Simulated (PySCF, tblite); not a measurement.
# 2,2,2-trifluoroethylamine (C2H4F3N): dynamics, then NMR shifts on frames, part 2 of 2

tblite 0.8.0 and PySCF 2.14.0. Atoms count from 0.

## (4) Nuclear shieldings: 425 fs, PBE0/pcSseg-1

The job: settings as JSON, then the geometry in Å.

```
{"job": {"kind": "nmr", "xc": "PBE0", "basis": "pcSseg-1", "pop": false}, "charge": 0, "multiplicity": 1}
N     -1.439300    -0.191400    -0.226500
C     -0.142400     0.277800    -0.354100
C      0.804200    -0.783400     0.294400
F      1.020200    -1.796100    -0.521100
F      2.077700    -0.320200     0.479100
F      0.381200    -1.281000     1.447500
H     -2.024100     0.623100    -0.112200
H     -1.783300    -0.662300    -1.088500
H      0.234600     0.386700    -1.447000
H      0.083000     1.273200     0.138500
```

Level: GIAO PBE0/pcSseg-1 NMR shielding, non-relativistic, gas phase.

Log:

```text
coarse grid: 8976 points
cycle   1  E = -432.2402311433  dE =  8.746e-01  |g| = 8.833e-01  |ddm| = 2.629e+00
cycle   2  E = -432.1195609275  dE =  1.207e-01  |g| = 1.283e+00  |ddm| = 1.082e+00
cycle   3  E = -432.3715136092  dE = -2.520e-01  |g| = 5.012e-02  |ddm| = 6.318e-01
cycle   4  E = -432.3718096591  dE = -2.960e-04  |g| = 3.244e-02  |ddm| = 6.382e-02
cycle   5  E = -432.3720164728  dE = -2.068e-04  |g| = 6.715e-03  |ddm| = 2.640e-02
cycle   6  E = -432.3720244862  dE = -8.013e-06  |g| = 1.715e-03  |ddm| = 5.183e-03
final grid: 89712 points
cycle   7  E = -432.4225684125  dE = -3.130e-05  |g| = 7.651e-03  |ddm| = 1.691e-02
cycle   8  E = -432.4225588056  dE =  9.607e-06  |g| = 1.079e-02  |ddm| = 1.231e-02
cycle   9  E = -432.4225796273  dE = -2.082e-05  |g| = 5.012e-04  |ddm| = 6.971e-03
cycle  10  E = -432.4225796596  dE = -3.222e-08  |g| = 2.419e-04  |ddm| = 4.343e-04
cycle  11  E = -432.4225796679  dE = -8.337e-09  |g| = 5.988e-05  |ddm| = 1.574e-04
cycle  12  E = -432.4225796685  dE = -5.598e-10  |g| = 1.217e-05  |ddm| = 4.261e-05
converged SCF energy = -432.4225796685

GIAO shielding tensors (ppm)
atom      isotropic    diamagn.    paramagn.     s11        s22        s33       span
  0 N      246.029     311.686     -65.657    212.394    256.687    269.004     56.610
  1 C      129.662     245.407    -115.745    108.418    127.467    153.101     44.684
  2 C       52.747     239.674    -186.927     48.888     50.532     58.820      9.932
  3 F      257.870     472.505    -214.635    184.146    250.807    338.657    154.511
  4 F      248.986     473.309    -224.323    153.002    237.164    356.793    203.791
  5 F      268.311     471.851    -203.540    191.819    274.360    338.755    146.936
  6 H       30.457      29.552       0.905     22.396     28.039     40.936     18.540
  7 H       30.008      28.478       1.531     22.662     27.557     39.806     17.145
  8 H       26.677      27.743      -1.066     22.137     26.680     31.214      9.077
  9 H       27.410      28.165      -0.755     22.999     27.930     31.301      8.302
```

Run time: 13 s. Hardware: 1 thread of Arm Neoverse N1, shared host; peak memory 0.57 GiB.

This run: δ C2 134.2, C1 57.3, N0 21.7, F4 -78.0, H8 5.04, H9 4.31 ppm.

## (5) NMR shieldings: 625 fs, PBE0/pcSseg-1

The job: settings as JSON, then the geometry in Å.

```
{"job": {"kind": "nmr", "xc": "PBE0", "basis": "pcSseg-1", "pop": false}, "charge": 0, "multiplicity": 1}
N     -1.386300    -0.227200    -0.481000
C     -0.101800     0.191300    -0.122300
C      0.835000    -0.980800     0.543400
F      0.778900    -2.062200    -0.240700
F      2.154000    -0.653700     0.504500
F      0.690800    -1.413000     1.816700
H     -2.151600     0.092300     0.124300
H     -1.563700    -0.139400    -1.487000
H      0.552100     0.476800    -0.997000
H     -0.081200     1.005000     0.607000
```

Level: GIAO PBE0/pcSseg-1 NMR shielding, non-relativistic, gas phase.

Log:

```text
coarse grid: 8976 points
cycle   1  E = -432.2271110930  dE =  7.584e-01  |g| = 9.016e-01  |ddm| = 2.617e+00
cycle   2  E = -432.0693850982  dE =  1.577e-01  |g| = 1.378e+00  |ddm| = 1.133e+00
cycle   3  E = -432.3661115383  dE = -2.967e-01  |g| = 4.131e-02  |ddm| = 6.851e-01
cycle   4  E = -432.3663237274  dE = -2.122e-04  |g| = 2.696e-02  |ddm| = 5.403e-02
cycle   5  E = -432.3664773284  dE = -1.536e-04  |g| = 6.443e-03  |ddm| = 2.232e-02
cycle   6  E = -432.3664860286  dE = -8.700e-06  |g| = 1.361e-03  |ddm| = 5.618e-03
final grid: 89712 points
cycle   7  E = -432.4187268382  dE = -3.538e-05  |g| = 8.300e-03  |ddm| = 1.666e-02
cycle   8  E = -432.4187165202  dE =  1.032e-05  |g| = 1.148e-02  |ddm| = 1.260e-02
cycle   9  E = -432.4187400833  dE = -2.356e-05  |g| = 4.713e-04  |ddm| = 7.036e-03
cycle  10  E = -432.4187401120  dE = -2.875e-08  |g| = 2.482e-04  |ddm| = 4.117e-04
cycle  11  E = -432.4187401211  dE = -9.077e-09  |g| = 5.830e-05  |ddm| = 1.543e-04
cycle  12  E = -432.4187401217  dE = -5.748e-10  |g| = 1.395e-05  |ddm| = 4.538e-05
converged SCF energy = -432.4187401217

GIAO shielding tensors (ppm)
atom      isotropic    diamagn.    paramagn.     s11        s22        s33       span
  0 N      245.509     313.739     -68.230    202.841    262.326    271.360     68.519
  1 C      126.550     244.455    -117.905     91.033    134.275    154.342     63.309
  2 C       47.575     240.121    -192.546     38.418     48.166     56.140     17.722
  3 F      250.578     472.368    -221.790    157.087    257.195    337.453    180.365
  4 F      241.948     472.957    -231.009    146.766    232.107    346.971    200.205
  5 F      252.823     471.897    -219.074    171.975    237.138    349.357    177.381
  6 H       29.846      29.075       0.771     22.379     27.166     39.993     17.614
  7 H       29.611      29.034       0.577     21.965     27.054     39.814     17.850
  8 H       27.393      28.259      -0.866     22.046     28.881     31.251      9.205
  9 H       27.835      29.031      -1.196     22.551     29.050     31.903      9.352
```

Wall time 13 s (1 thread of Arm Neoverse N1, shared host); peak memory 0.57 GiB.

Key values: δ C2 139.4, C1 60.4, N0 22.2, F4 -71.0, H8 4.32, H9 3.88 ppm.

## (6) Nuclear shieldings: 800 fs, PBE0/pcSseg-1

The job: settings as JSON, then the geometry in Å.

```
{"job": {"kind": "nmr", "xc": "PBE0", "basis": "pcSseg-1", "pop": false}, "charge": 0, "multiplicity": 1}
N     -1.670400    -0.423800    -0.013800
C     -0.427700     0.282500    -0.005500
C      0.747900    -0.477300     0.684200
F      1.203800    -1.642900     0.109700
F      1.868000     0.268800     0.658300
F      0.407900    -0.676100     1.957100
H     -2.293400    -0.135500    -0.770700
H     -1.378600    -1.397900    -0.155600
H      0.007800     0.706700    -0.903600
H     -0.514900     1.173000     0.617400
```

Level: GIAO PBE0/pcSseg-1 NMR shielding, non-relativistic, gas phase.

Log:

```text
coarse grid: 8976 points
cycle   1  E = -432.2279899656  dE =  8.204e-01  |g| = 9.047e-01  |ddm| = 2.618e+00
cycle   2  E = -432.0831811264  dE =  1.448e-01  |g| = 1.356e+00  |ddm| = 1.052e+00
cycle   3  E = -432.3682891425  dE = -2.851e-01  |g| = 5.372e-02  |ddm| = 6.293e-01
cycle   4  E = -432.3686291456  dE = -3.400e-04  |g| = 3.452e-02  |ddm| = 5.798e-02
cycle   5  E = -432.3688573938  dE = -2.282e-04  |g| = 6.779e-03  |ddm| = 2.592e-02
cycle   6  E = -432.3688650355  dE = -7.642e-06  |g| = 2.051e-03  |ddm| = 4.699e-03
final grid: 89712 points
cycle   7  E = -432.4212273898  dE = -3.869e-05  |g| = 8.173e-03  |ddm| = 1.845e-02
cycle   8  E = -432.4212171121  dE =  1.028e-05  |g| = 1.148e-02  |ddm| = 1.184e-02
cycle   9  E = -432.4212402107  dE = -2.310e-05  |g| = 6.082e-04  |ddm| = 6.501e-03
cycle  10  E = -432.4212402628  dE = -5.204e-08  |g| = 2.809e-04  |ddm| = 5.270e-04
cycle  11  E = -432.4212402746  dE = -1.183e-08  |g| = 7.229e-05  |ddm| = 1.731e-04
cycle  12  E = -432.4212402754  dE = -8.259e-10  |g| = 1.551e-05  |ddm| = 4.940e-05
converged SCF energy = -432.4212402754

GIAO shielding tensors (ppm)
atom      isotropic    diamagn.    paramagn.     s11        s22        s33       span
  0 N      253.749     313.606     -59.858    211.146    257.130    292.970     81.824
  1 C      135.343     246.734    -111.391    120.783    125.765    159.482     38.699
  2 C       47.281     241.075    -193.793     36.326     51.565     53.953     17.627
  3 F      255.045     473.576    -218.531    156.061    246.092    362.980    206.919
  4 F      247.040     473.097    -226.057    160.928    240.467    339.725    178.797
  5 F      248.617     472.218    -223.601    152.052    259.724    334.076    182.024
  6 H       30.760      29.167       1.593     23.579     26.960     41.740     18.160
  7 H       30.612      30.019       0.594     22.239     31.050     38.548     16.309
  8 H       28.671      30.652      -1.981     24.382     28.630     33.001      8.620
  9 H       28.246      29.382      -1.136     24.415     27.756     32.567      8.152
```

Run time: 13 s. Hardware: 1 thread of Arm Neoverse N1, shared host; peak memory 0.57 GiB.

In short: δ C2 139.6, C1 51.6, N0 14.0, F4 -76.1, H9 3.47, H8 3.05 ppm.

## (7) Nuclear shieldings: 1000 fs, PBE0/pcSseg-1

The job: settings as JSON, then the geometry in Å.

```
{"job": {"kind": "nmr", "xc": "PBE0", "basis": "pcSseg-1", "pop": false}, "charge": 0, "multiplicity": 1}
N     -1.912900    -0.668600    -0.371500
C     -1.056000     0.478700     0.036100
C      0.227300    -0.088500     0.743600
F      0.853200    -0.974700     0.092600
F      1.141500     0.787400     1.156800
F     -0.300300    -0.718200     1.847900
H     -1.903700    -1.328400     0.384100
H     -2.853400    -0.250600    -0.452400
H     -0.616700     0.764000    -0.948600
H     -1.429600     1.329100     0.586700
```

Method: GIAO PBE0/pcSseg-1 NMR shielding, non-relativistic, gas phase.

Log:

```text
coarse grid: 8976 points
cycle   1  E = -432.2343261142  dE =  8.791e-01  |g| = 8.784e-01  |ddm| = 2.618e+00
cycle   2  E = -432.1205215517  dE =  1.138e-01  |g| = 1.259e+00  |ddm| = 9.839e-01
cycle   3  E = -432.3634057646  dE = -2.429e-01  |g| = 5.405e-02  |ddm| = 5.833e-01
cycle   4  E = -432.3637518664  dE = -3.461e-04  |g| = 3.398e-02  |ddm| = 5.363e-02
cycle   5  E = -432.3639445198  dE = -1.927e-04  |g| = 7.063e-03  |ddm| = 2.246e-02
cycle   6  E = -432.3639517182  dE = -7.198e-06  |g| = 1.989e-03  |ddm| = 4.409e-03
final grid: 89712 points
cycle   7  E = -432.4148029544  dE = -3.459e-05  |g| = 6.450e-03  |ddm| = 1.719e-02
cycle   8  E = -432.4147975407  dE =  5.414e-06  |g| = 8.804e-03  |ddm| = 9.055e-03
cycle   9  E = -432.4148108996  dE = -1.336e-05  |g| = 6.245e-04  |ddm| = 4.924e-03
cycle  10  E = -432.4148109598  dE = -6.023e-08  |g| = 1.972e-04  |ddm| = 5.131e-04
cycle  11  E = -432.4148109659  dE = -6.083e-09  |g| = 6.893e-05  |ddm| = 1.431e-04
cycle  12  E = -432.4148109666  dE = -7.498e-10  |g| = 1.490e-05  |ddm| = 4.734e-05
converged SCF energy = -432.4148109666

GIAO shielding tensors (ppm)
atom      isotropic    diamagn.    paramagn.     s11        s22        s33       span
  0 N      244.235     312.579     -68.343    198.898    256.632    277.176     78.279
  1 C      133.210     250.590    -117.380    118.054    132.925    148.650     30.596
  2 C       54.315     238.920    -184.604     48.326     56.118     58.502     10.175
  3 F      278.096     473.140    -195.044    221.529    295.868    316.891     95.362
  4 F      263.712     473.042    -209.330    183.648    261.462    346.025    162.377
  5 F      256.577     474.908    -218.332    155.708    250.563    363.459    207.752
  6 H       30.982      30.607       0.374     23.285     30.786     38.873     15.588
  7 H       30.426      27.655       2.771     22.855     27.445     40.979     18.124
  8 H       27.488      29.829      -2.340     23.003     26.892     32.569      9.566
  9 H       28.593      29.876      -1.282     24.412     28.063     33.306      8.894
```

It took 13 s on 1 thread of Arm Neoverse N1, shared host; peak memory 0.57 GiB.

In short: δ C2 132.6, C1 53.7, N0 23.5, F5 -85.6, H8 4.23, H9 3.12 ppm.

## (8) Side by side: NMR shifts

Shifts (ppm) of some atoms, chosen among heavy atoms and hydrogens apart, with basis size and wall time:

```
  frame    C1    H8    H9    N0     F5     F4      F3  functions  time
 250 fs  50.8  3.72  3.59  30.7  -66.7  -76.0  -102.1        122  18 s
 425 fs  57.3  5.04  4.31  21.7  -97.4  -78.0   -86.9        122  13 s
 625 fs  60.4  4.32  3.88  22.2  -81.9  -71.0   -79.6        122  13 s
 800 fs  51.6  3.05  3.47  14.0  -77.7  -76.1   -84.1        122  13 s
1000 fs  53.7  4.23  3.12  23.5  -85.6  -92.8  -107.2        122  13 s
```

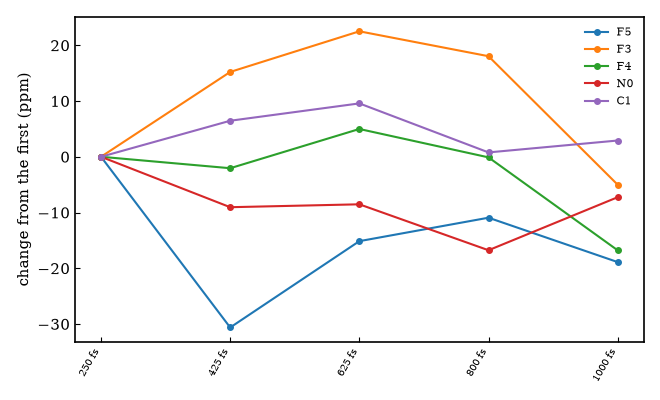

How five of the tabulated atoms move from run to run.

## (9) Summary of results

The summary covers parts 1 to 2.

| quantity | value |
| --- | --- |
| thermostat | 300 K |
| mean temperature, second half | 356 K |
| mean potential energy above the minimum | 0.40 eV |
| 13C shifts against TMS (PBE0/pcSseg-1, 250 fs) | 137.3, 50.8 ppm |
| 1H shifts against TMS (PBE0/pcSseg-1, 250 fs) | 3.72, 3.59, 2.11, 1.05 ppm |
| 15N shifts against NH3 (PBE0/pcSseg-1, 250 fs) | 30.7 ppm |
| 19F shifts against CFCl3 (PBE0/pcSseg-1, 250 fs) | -66.7, -76.0, -102.1 ppm |
| surface potential, least and greatest | -1.54 V and 1.76 V |
| range of the shift of F5 | -97.4 to -66.7 ppm |

**Reading.** In the second half the potential energy averages 0.40 eV above the minimum; equipartition over 24 harmonic modes at 300 K would give 0.31 eV. With 10 atoms the temperature swings widely (116 to 568 K). Shifts at one fixed geometry are not the observed spectrum, which averages over the motion. In the first frame run (250 fs): The widest tensor belongs to F5: span 225 ppm, with a paramagnetic part of -236 ppm. In ppm, F5 moves most: its shift spreads over 30.6 ppm, from -97.4 (425 fs) to -66.7 (250 fs).
